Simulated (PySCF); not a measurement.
# AlH2SCl3 (SMILES [SH2]->[Al]([Cl])([Cl])[Cl]) at CAM-B3LYP/cc-pVDZ

Aim: the vertical ionisation energy of AlH2SCl3 at CAM-B3LYP/cc-pVDZ, from 2 runs. Input form: a Python script.

The calculation is run with PySCF 2.14.0.

## 1. The structure to begin with

AlH2SCl3: 7 atoms, total charge 0, spin state singlet. As SMILES, `[SH2]->[Al]([Cl])([Cl])[Cl]`. Geometry: a GFN2-xTB relaxation, a rough one for these elements and not checked as a minimum.

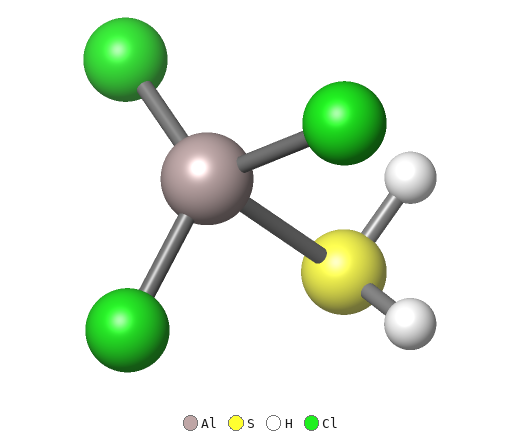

The structure, seen from a chosen angle (aluminium light grey, sulfur yellow, hydrogen white, chlorine green).

## 2. The energy at CAM-B3LYP/cc-pVDZ

mol.xyz

```xyz
7
AlCl3H2S
Al     0.139040    -0.238380    -1.093280
S      0.141810    -0.238100     1.643640
H      0.507200     1.041680     1.673850
H     -1.153690     0.066420     1.668570
Cl     2.166320    -0.190010    -1.327060
Cl    -0.888460     1.533050    -1.249200
Cl    -0.912220    -1.974660    -1.316520
```

job.py

```python
from pyscf import gto, dft

molecule = gto.Mole()
molecule.atom = 'mol.xyz'
molecule.max_memory = 1860
molecule.verbose = 3
molecule.charge = 0
molecule.basis = 'cc-pvdz'
molecule.build()

mf = dft.RKS(molecule)
mf.xc = 'cam-b3lyp'
mf.grids.level = 2
mf.conv_tol = 1e-10
mf.kernel()
if not mf.converged:
    mf = mf.newton().run(mf.mo_coeff, mf.mo_occ)

e_final = mf.e_tot
print('E(%s) = %.9f' % ('CAM-B3LYP', e_final))
```

Command:

```sh
$ OMP_NUM_THREADS=1 python job.py
```

Log:

```text
converged SCF energy = -2022.70421870946
E(CAM-B3LYP) = -2022.704218709
```

Wall time 30 s (1 thread of Arm Neoverse V1, shared host); peak memory 0.47 GiB.

## 3. The doublet cation

input.xyz

```xyz
7

Al     0.139040    -0.238380    -1.093280
S      0.141810    -0.238100     1.643640
H      0.507200     1.041680     1.673850
H     -1.153690     0.066420     1.668570
Cl     2.166320    -0.190010    -1.327060
Cl    -0.888460     1.533050    -1.249200
Cl    -0.912220    -1.974660    -1.316520
```

run.py

```python
from pyscf import gto, dft

mol = gto.M(
    atom='input.xyz',
    charge=1,
    spin=1,
    basis='cc-pvdz',
    max_memory=1860,
    verbose=3,
)

ks = dft.UKS(mol, xc='cam-b3lyp')
ks.grids.level = 2
ks.conv_tol = 1e-10
ks.kernel()
if not ks.converged:
    ks = ks.newton().run(ks.mo_coeff, ks.mo_occ)

etot = ks.e_tot
print('E(%s) = %.9f' % ('CAM-B3LYP', etot))
```

Command:

```sh
$ OMP_NUM_THREADS=1 python run.py
```

Log:

```text
WARN: HOMO -0.335851854330456 >= LUMO -0.335851854330455

WARN: HOMO -0.507092171906247 >= LUMO -0.506121779773259

converged SCF energy = -2022.29792646998  <S^2> = 0.75868892  2S+1 = 2.0086701
E(CAM-B3LYP) = -2022.297926470
```

Run time: 71 s. Hardware: 1 thread of Arm Neoverse V1, shared host; peak memory 0.48 GiB.

## 4. Outcome

Level: CAM-B3LYP/cc-pVDZ.

| quantity | value |
| --- | --- |
| singlet AlH2SCl3: total energy | -2022.70422 Eh |
| singlet AlH2SCl3: dipole moment | 3.50 D |
| singlet AlH2SCl3: HOMO energy | -10.11 eV |
| singlet AlH2SCl3: LUMO energy | 1.02 eV |
| singlet AlH2SCl3: HOMO–LUMO gap | 11.13 eV |
| doublet cation: total energy | -2022.29793 Eh |
| doublet cation: HOMO energy (highest over α and β) | -15.00 eV |
| doublet cation: LUMO energy (lowest over α and β) | -11.98 eV |
| doublet cation: ⟨S²⟩ | 0.759 |
| vertical ionisation energy (to the doublet cation) | 11.056 eV |

**Reading.** Removing an electron at fixed nuclei costs 11.06 eV (255 kcal/mol). −ε(HOMO) before ionisation, 10.11 eV, is 0.94 eV below this ionisation energy. Mulliken charges (singlet AlH2SCl3) run from -0.21 on Cl6 to +0.37 on Al1.
